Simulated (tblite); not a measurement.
Run report: C$_{4}$H$_{2}$F$_{2}$O$_{2}$ (charge +1), geometry relaxation (part 1 of 2)

System: C$_{4}$H$_{2}$F$_{2}$O$_{2}$, charge +1, multiplicity 2.
Method: GFN2-xTB geometry optimisation, gas phase (tblite 0.8.0).

It belongs to a series of runs on one base structure; here: electron removed.

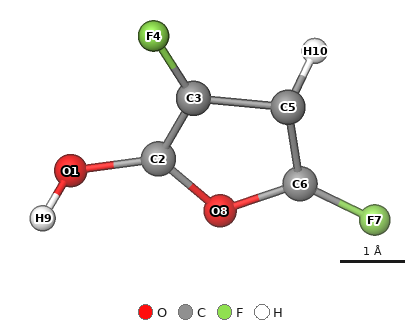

**Figure 1.** The structure as given in the input (ball-and-stick view, seen at a tilt; atoms are numbered from 1 in the order of the input).

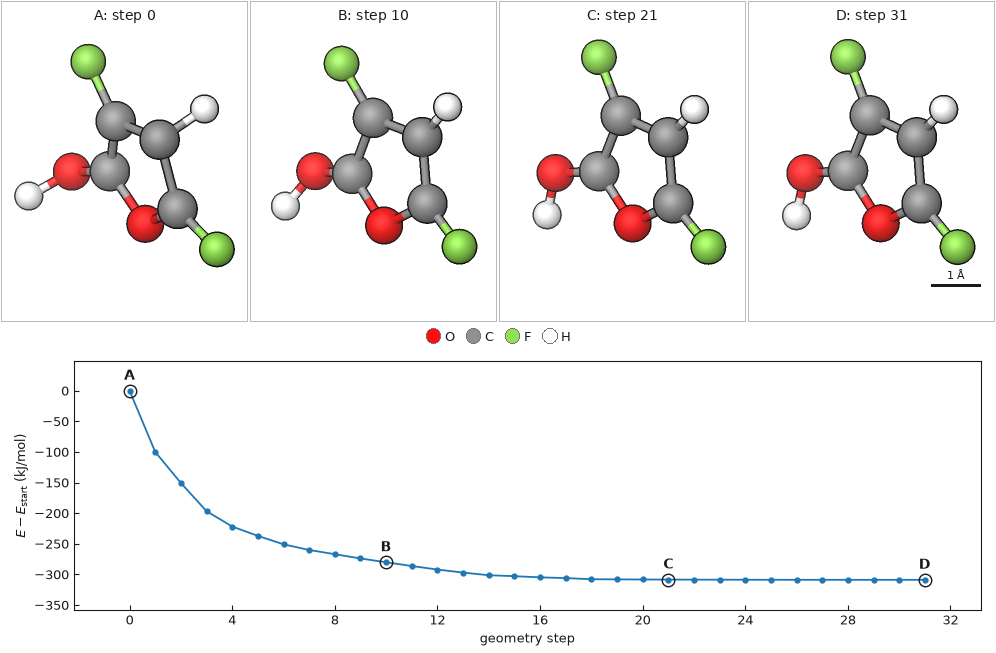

**Figure 2.** Frames of the relaxation (ball-and-stick view, seen at a tilt) above the curves, on which the letters mark them (steps are counted from 0).

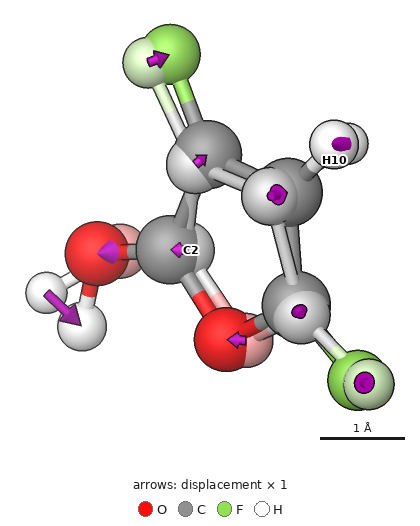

**Figure 3.** Start (faint) and end (solid) with the displacements as pink arrows, at true length (ball-and-stick view, seen at a tilt). The two geometries are laid on each other by the best rigid fit. Over 31 geometry steps the energy falls by 308.7 kJ/mol. The largest force component goes from 4.8 to 0.007 eV/Å. The largest move after the best rigid fit is that of H9, 0.60 Å. By element the largest moves are H 0.60 Å, O 0.43 Å, F 0.37 Å, C 0.34 Å. Among the contacts that change: O1–C2 1.415 → 1.271 Å, C5–C6 1.510 → 1.382 Å, C2–C3 1.332 → 1.441 Å, C3–C5 1.503 → 1.395 Å. Among the angles that change: C3–C5–H10 108.2° → 127.9°, C6–C5–H10 108.5° → 127.5°, F7–C6–O8 126.6° → 116.6°. (Atoms are counted from 1 in the order of the input.)

These pictures come from the run below.

Input
```
{"job": {"kind": "relax", "xc": "GFN2-xTB", "basis": "xTB"}, "charge": 1, "multiplicity": 2}
O      2.221700     0.187600    -0.577900
C      0.845300     0.142100    -0.252400
C      0.217800    -0.887400     0.314500
F      0.749300    -2.083600     0.658400
C     -1.232800    -0.550200     0.516300
C     -1.315700     0.854000    -0.033800
F     -2.424000     1.647800    -0.093100
O     -0.038200     1.188700    -0.449000
H      2.827900     0.730600     0.031700
H     -1.842400    -1.224900    -0.137400
```

The first line tells a small driver script what to run in tblite; the rest is the geometry in Å.

Run as:
```bash
OMP_NUM_THREADS=1 python <driver script> task.json out
```

The program's output
```
step      E/eV     max force
  0    -721.84512    5.556
  1    -722.88029    2.788
  2    -723.40637    3.138
  3    -723.88266    2.073
  4    -724.14310    1.465
  5    -724.30069    1.467
  6    -724.44342    0.969
  7    -724.53983    0.879
  8    -724.61098    0.822
  9    -724.68301    0.865
 10    -724.74799    0.761
 11    -724.81071    0.843
 12    -724.87093    0.934
 13    -724.92196    0.726
 14    -724.96709    0.516
 15    -724.98298    0.766
 16    -725.00276    0.457
 17    -725.01535    0.309
 18    -725.03435    0.235
 19    -725.03727    0.122
 20    -725.03907    0.132
 21    -725.04068    0.115
 22    -725.04185    0.092
 23    -725.04258    0.076
 24    -725.04333    0.073
 25    -725.04404    0.080
 26    -725.04449    0.053
 27    -725.04467    0.031
 28    -725.04475    0.024
 29    -725.04479    0.022
 30    -725.04481    0.013
 31    -725.04482    0.008
```

Trajectory as extended XYZ (Å, eV, eV/Å), 32 frames, from step=0 to step=31
```
10
Properties=species:S:1:pos:R:3:forces:R:3 step=0 energy=-721.84512
O     2.2217    0.1876   -0.5779   -3.5390   0.6880   1.7300
C     0.8453    0.1421   -0.2524    4.7610   2.6870  -0.9930
C     0.2178   -0.8874    0.3145   -3.0320  -3.4380   2.0220
F     0.7493   -2.0836    0.6584   -0.8470   2.0030  -0.6070
C    -1.2328   -0.5502    0.5163    1.5200   1.0680  -3.9980
C    -1.3157    0.8540   -0.0338    0.4030  -1.0920   0.6380
F    -2.4240    1.6478   -0.0931    3.6440  -2.0290  -0.0550
O    -0.0382    1.1887   -0.4490   -1.4210   0.5550   0.4650
H     2.8279    0.7306    0.0317   -1.0170  -0.4840  -1.1320
H    -1.8424   -1.2249   -0.1374   -0.4710   0.0410   1.9300
10
Properties=species:S:1:pos:R:3:forces:R:3 step=1 energy=-722.88029
O     2.1712    0.1974   -0.5532   -0.7700   0.8130   0.9500
C     0.9133    0.1805   -0.2666   -1.3340  -0.3960   1.4190
C     0.1745   -0.9365    0.3434   -0.8760   2.1000  -0.9310
F     0.7372   -2.0550    0.6497   -0.2230  -0.0530   0.0170
C    -1.2111   -0.5349    0.4592    0.6480  -0.0940  -2.7100
C    -1.3099    0.8384   -0.0247    1.1700  -1.5260   0.1620
F    -2.3720    1.6188   -0.0939    2.3410  -1.2400  -0.0630
O    -0.0585    1.1966   -0.4423    0.4580   0.7060   0.2910
H     2.8134    0.7237    0.0155   -0.5880  -0.1870  -0.9750
H    -1.8491   -1.2243   -0.1098   -0.8270  -0.1230   1.8410
10
Properties=species:S:1:pos:R:3:forces:R:3 step=2 energy=-723.40637
O     2.1385    0.2151   -0.5274    0.3610   0.2290   0.1200
C     0.9167    0.1885   -0.2478   -2.7830   0.0010   1.4500
C     0.1429   -0.9195    0.3386    1.2670   0.8930  -0.9600
F     0.7288   -2.0449    0.6467   -0.5420   0.3530  -0.1210
C    -1.1917   -0.5306    0.3910   -0.6080  -0.8890  -1.3320
C    -1.2877    0.8063   -0.0184    1.4620  -0.3010  -0.6270
F    -2.3120    1.5865   -0.0952    1.0560  -0.5110  -0.0690
O    -0.0585    1.2117   -0.4348    0.9810   0.3860   0.4960
H     2.7978    0.7178   -0.0074    0.0130   0.3370  -0.4440
H    -1.8658   -1.2262   -0.0678   -1.2080  -0.4980   1.4880
10
Properties=species:S:1:pos:R:3:forces:R:3 step=3 energy=-723.88266
O     2.1101    0.2342   -0.5009   -0.5830  -0.5610  -0.2960
C     0.8774    0.2072   -0.2079   -0.5170   0.6020   0.6070
C     0.1391   -0.9066    0.3236    0.9170   0.3860  -0.8340
F     0.7066   -2.0202    0.6389   -0.0600  -0.3270   0.0300
C    -1.1871   -0.5437    0.2996   -0.3830  -1.4090  -0.1120
C    -1.2383    0.7752   -0.0264    0.8380   0.5400  -1.0460
F    -2.2337    1.5453   -0.0979   -0.5710   0.6330  -0.1330
O    -0.0426    1.2324   -0.4163    1.3040   0.0990   0.6670
H     2.7839    0.7199   -0.0369    0.6460   0.9330   0.1330
H    -1.9065   -1.2389    0.0016   -1.5900  -0.8970   0.9830
10
Properties=species:S:1:pos:R:3:forces:R:3 step=4 energy=-724.14310
O     2.0732    0.2365   -0.4867    1.2050  -0.1840   0.0050
C     0.8575    0.2320   -0.1751    0.3060   0.4020   0.2960
C     0.1433   -0.8921    0.3015    0.3630  -0.7880  -0.3630
F     0.6932   -2.0120    0.6349    0.1810  -0.2850  -0.0260
C    -1.1855   -0.5751    0.2361   -0.4790  -0.5600  -0.0810
C    -1.1945    0.7629   -0.0482   -0.4020   0.1660  -0.8140
F    -2.1922    1.5299   -0.1022   -0.8710   0.9020  -0.1580
O    -0.0113    1.2478   -0.3927    0.7860   0.3560   0.6220
H     2.7856    0.7374   -0.0540    0.0040   0.5300  -0.2920
H    -1.9605   -1.2626    0.0638   -1.0950  -0.5390   0.8110
10
Properties=species:S:1:pos:R:3:forces:R:3 step=5 energy=-724.30069
O     2.0764    0.2372   -0.4759    0.6480  -0.4070   0.1550
C     0.8518    0.2518   -0.1497    1.4650  -0.0610  -0.0310
C     0.1484   -0.8967    0.2823   -0.3050  -0.7760  -0.2790
F     0.6891   -2.0123    0.6321    0.3500  -0.3590  -0.0290
C    -1.1917   -0.6003    0.1937   -0.3760   0.0030  -0.1430
C    -1.1780    0.7548   -0.0735   -1.0350   0.1140  -0.5870
F    -2.1801    1.5351   -0.1075   -0.4500   0.5880  -0.1700
O     0.0193    1.2647   -0.3682   -0.1090   0.1910   0.6450
H     2.7838    0.7550   -0.0718    0.1750   0.7100  -0.1990
H    -2.0100   -1.2846    0.1160   -0.3630  -0.0020   0.6380
10
Properties=species:S:1:pos:R:3:forces:R:3 step=6 energy=-724.44342
O     2.0910    0.2279   -0.4656    0.8070  -0.2980   0.4100
C     0.8715    0.2629   -0.1282    0.7320  -0.5100  -0.1320
C     0.1495   -0.9101    0.2580   -0.6560  -0.4270  -0.2410
F     0.6931   -2.0215    0.6298    0.2470  -0.1660  -0.1280
C    -1.2058   -0.6220    0.1590    0.0060   0.5740  -0.1500
C    -1.1843    0.7519   -0.1066   -0.6830  -0.1920  -0.2020
F    -2.1800    1.5511   -0.1152   -0.1250   0.2960  -0.2070
O     0.0421    1.2810   -0.3354   -0.6860  -0.3350   0.5970
H     2.7883    0.7853   -0.0884    0.0920   0.6520  -0.3160
H    -2.0565   -1.3018    0.1701    0.2660   0.4070   0.3700
10
Properties=species:S:1:pos:R:3:forces:R:3 step=7 energy=-724.53983
O     2.1206    0.2145   -0.4549    0.1310  -0.1730   0.7050
C     0.8916    0.2586   -0.1188    0.2360  -0.6100  -0.2840
C     0.1426   -0.9255    0.2378   -0.3300  -0.2010  -0.1610
F     0.7011   -2.0322    0.6264   -0.0430   0.1080  -0.2640
C    -1.2157   -0.6260    0.1444   -0.0220   0.4740  -0.1180
C    -1.2009    0.7500   -0.1316   -0.3820  -0.0470   0.1600
F    -2.1915    1.5717   -0.1239    0.3250  -0.1420  -0.2390
O     0.0450    1.2815   -0.3048   -0.5180  -0.6030   0.3760
H     2.7949    0.8171   -0.1019    0.0480   0.6060  -0.3720
H    -2.0789   -1.3052    0.2048    0.5540   0.5870   0.1960
10
Properties=species:S:1:pos:R:3:forces:R:3 step=8 energy=-724.61098
O     2.1420    0.2023   -0.4353   -0.0020   0.0170   0.8220
C     0.9074    0.2452   -0.1186   -0.4400  -0.5410  -0.2310
C     0.1357   -0.9398    0.2216   -0.2020   0.1500  -0.1760
F     0.7050   -2.0371    0.6191   -0.1760   0.0220  -0.2740
C    -1.2243   -0.6222    0.1356    0.1240   0.2410  -0.0440
C    -1.2187    0.7504   -0.1451    0.2040  -0.2340   0.3980
F    -2.1952    1.5835   -0.1341    0.2570  -0.1310  -0.2480
O     0.0404    1.2703   -0.2786   -0.1280  -0.4910   0.0980
H     2.8006    0.8495   -0.1170   -0.1280   0.4490  -0.4410
H    -2.0840   -1.2974    0.2298    0.4910   0.5190   0.0960
10
Properties=species:S:1:pos:R:3:forces:R:3 step=9 energy=-724.68301
O     2.1614    0.1909   -0.3979   -0.1630   0.1760   0.8310
C     0.9154    0.2246   -0.1216   -0.6710  -0.2840  -0.1410
C     0.1237   -0.9527    0.2017    0.2110   0.1750  -0.1250
F     0.7046   -2.0415    0.6060   -0.3090  -0.1060  -0.2750
C    -1.2297   -0.6159    0.1215   -0.0410  -0.3050   0.1670
C    -1.2289    0.7443   -0.1519    0.4180   0.0940   0.4650
F    -2.1924    1.5930   -0.1496    0.2530  -0.1940  -0.2290
O     0.0357    1.2518   -0.2494    0.3210  -0.1770  -0.2280
H     2.8027    0.8915   -0.1425   -0.3620   0.2400  -0.4480
H    -2.0837   -1.2813    0.2611    0.3430   0.3810  -0.0180
10
Properties=species:S:1:pos:R:3:forces:R:3 step=10 energy=-724.74799
O     2.1720    0.1850   -0.3489   -0.1960   0.2460   0.6800
C     0.9142    0.2027   -0.1277   -0.5120   0.0710  -0.0010
C     0.1155   -0.9628    0.1838    0.2670   0.0820  -0.0740
F     0.6978   -2.0463    0.5891   -0.2900  -0.3590  -0.2210
C    -1.2346   -0.6158    0.1108    0.2090  -0.2340   0.2560
C    -1.2309    0.7416   -0.1481    0.5990  -0.0390   0.4190
F    -2.1816    1.5950   -0.1672    0.0160  -0.0040  -0.1840
O     0.0355    1.2332   -0.2290    0.5790   0.1860  -0.4570
H     2.7967    0.9314   -0.1733   -0.5650   0.0510  -0.3800
H    -2.0757   -1.2593    0.2879   -0.1060  -0.0010  -0.0370
10
Properties=species:S:1:pos:R:3:forces:R:3 step=11 energy=-724.81071
O     2.1722    0.1850   -0.2880    0.0500   0.3330   0.4390
C     0.9067    0.1880   -0.1292   -0.0690   0.3040   0.1150
C     0.1091   -0.9718    0.1647    0.4120  -0.1250   0.0220
F     0.6845   -2.0553    0.5686   -0.1940  -0.5720  -0.1790
C    -1.2325   -0.6189    0.0932   -0.1400  -0.4570   0.5030
C    -1.2175    0.7338   -0.1389    0.3430   0.3470   0.2020
F    -2.1620    1.5926   -0.1872   -0.0660   0.0400  -0.1180
O     0.0461    1.2225   -0.2154    0.5250   0.3520  -0.5580
H     2.7793    0.9705   -0.2120   -0.7510  -0.1750  -0.2620
H    -2.0772   -1.2418    0.3217   -0.1090  -0.0460  -0.1650
10
Properties=species:S:1:pos:R:3:forces:R:3 step=12 energy=-724.87093
O     2.1687    0.1939   -0.2294    0.0130  -0.0060   0.1770
C     0.8970    0.1771   -0.1360    0.5470   0.4120   0.2470
C     0.1114   -0.9784    0.1560    0.1130  -0.3730   0.1370
F     0.6688   -2.0740    0.5480   -0.0620  -0.5910  -0.1750
C    -1.2305   -0.6248    0.1014    0.5380   0.4310   0.2960
C    -1.1998    0.7366   -0.1167   -0.0170   0.0410  -0.0500
F    -2.1481    1.5875   -0.2048   -0.0970   0.1250  -0.0350
O     0.0587    1.2157   -0.2255    0.2990   0.4630  -0.4760
H     2.7476    0.9923   -0.2453   -0.5760   0.0400  -0.1430
H    -2.0649   -1.2213    0.3297   -0.7590  -0.5440   0.0220
10
Properties=species:S:1:pos:R:3:forces:R:3 step=13 energy=-724.92196
O     2.1670    0.1997   -0.1691    0.4220   0.2540  -0.0690
C     0.8970    0.1759   -0.1299    0.6460   0.1090   0.3120
C     0.1148   -0.9911    0.1428    0.0990  -0.2380   0.2450
F     0.6529   -2.0997    0.5251    0.0220  -0.4920  -0.2080
C    -1.2220   -0.6274    0.0983   -0.1140   0.2370   0.4940
C    -1.1822    0.7369   -0.1062   -0.1120   0.1260  -0.2530
F    -2.1304    1.5849   -0.2234   -0.1220   0.1540   0.0250
O     0.0796    1.2196   -0.2319   -0.0960   0.1960  -0.3510
H     2.7115    1.0217   -0.2836   -0.5880  -0.1970  -0.0010
H    -2.0794   -1.2159    0.3554   -0.1580  -0.1480  -0.1930
```
